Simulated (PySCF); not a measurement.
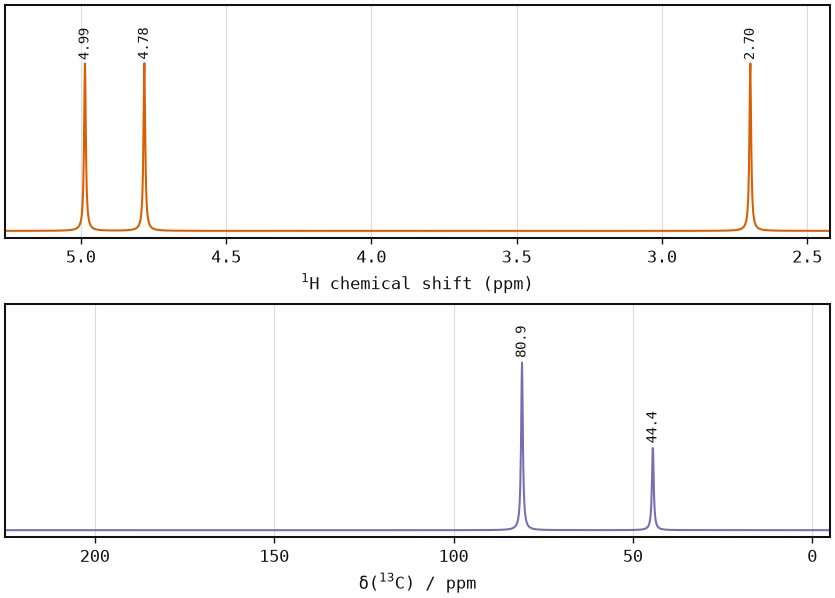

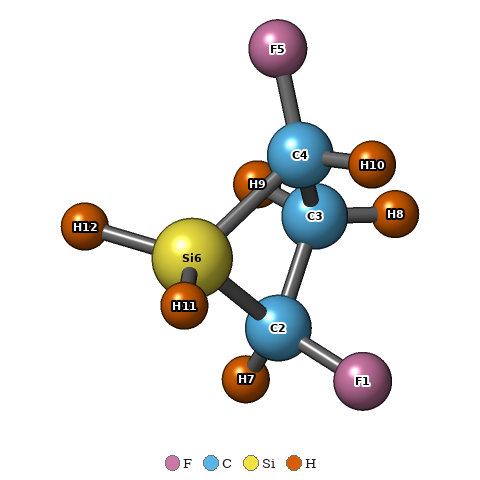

Spectrum and numbered structure of C₃H₆F₂Si, SMILES F[C@@H]1C[C@@H](F)[SiH2]1. GIAO shifts, PBE0/cc-pVDZ, PySCF, at a PBE0-D3(BJ)/def2-SVP geometry (no frequency check), against TMS for ¹H and TMS for ¹³C computed at the same level. Gas phase, fully decoupled, line heights follow the number of nuclei, widths are arbitrary (no quadrupolar broadening); values of one conformer, averaged over nuclei that symmetry, rotation about single bonds or ring flips exchange, these motions taken as fast; other conformers aren't averaged in.

Question: Assign the ¹H signals to the numbered atoms.

Answer:
| δ (ppm) | nuclei | atoms |
| --- | --- | --- |
| 4.99 | 2 | H7, H10 |
| 4.78 | 2 | H11, H12 |
| 2.70 | 2 | H8, H9 |

Question: Assign the ¹³C signals to the numbered atoms.

Answer:
| δ (ppm) | nuclei | atoms |
| --- | --- | --- |
| 80.9 | 2 | C2, C4 |
| 44.4 | 1 | C3 |
